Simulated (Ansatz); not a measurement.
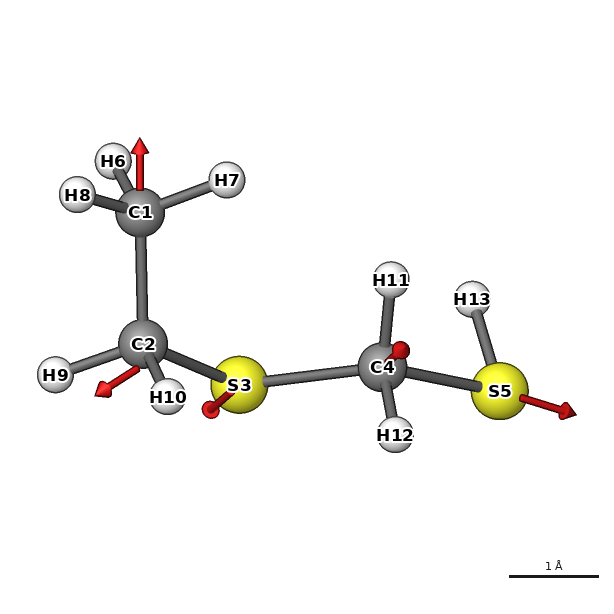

Arrows show the forces on the atoms, 4 Å of arrow for 1 eV/Å; forces under a tenth of the largest aren't drawn. Level of theory: r2SCAN-D4/def2-TZVPP (Ansatz 0.2.0).

**On which atom is the force largest, and how large is it?**

On S3: 0.25 eV/Å.

List the force components in the frame of the picture (x right, y up, z towards the viewer), in eV/Å.

| atom | Fx | Fy | Fz |
| --- | --- | --- | --- |
| C1 | 0.00 | 0.15 | 0.03 |
| C2 | −0.12 | −0.08 | 0.11 |
| S3 | −0.07 | −0.06 | −0.23 |
| C4 | 0.05 | 0.04 | 0.18 |
| S5 | 0.16 | −0.05 | −0.10 |
| H6 | 0.01 | −0.01 | 0.02 |
| H7 | −0.02 | −0.01 | −0.01 |
| H8 | 0.01 | 0.00 | −0.01 |
| H9 | 0.01 | 0.00 | 0.01 |
| H10 | 0.00 | 0.00 | 0.01 |
| H11 | −0.01 | 0.00 | 0.01 |
| H12 | 0.00 | 0.00 | 0.00 |
| H13 | −0.01 | 0.02 | −0.01 |
